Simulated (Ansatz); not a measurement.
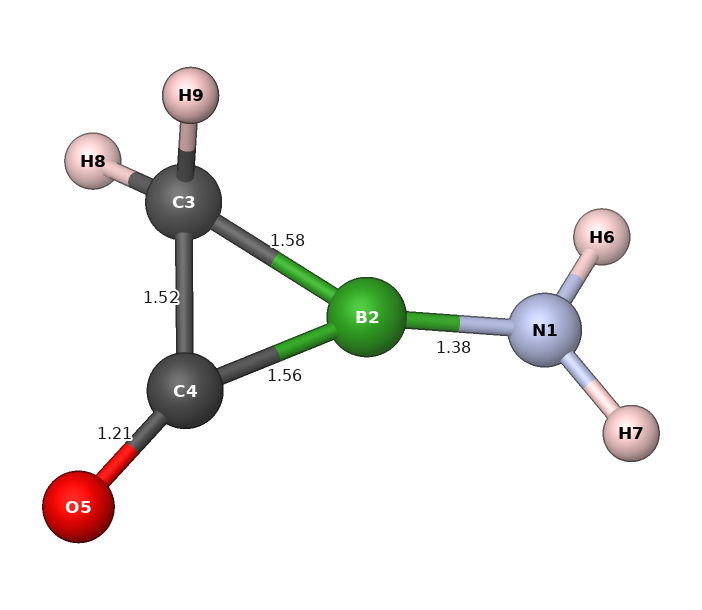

The numbers beside the sticks are distances in Å. Sticks don't show bond order. The computed structure is the end point of a PBE-D4/def2-SVP optimisation. No frequency run is at hand to confirm it as a minimum.

### Assign a bond order to each marked bond.

N1–B2 single; B2–C3 single; B2–C4 single; C3–C4 single; C4–O5 double.

### Give the structure as SMILES.

NB1CC1=O
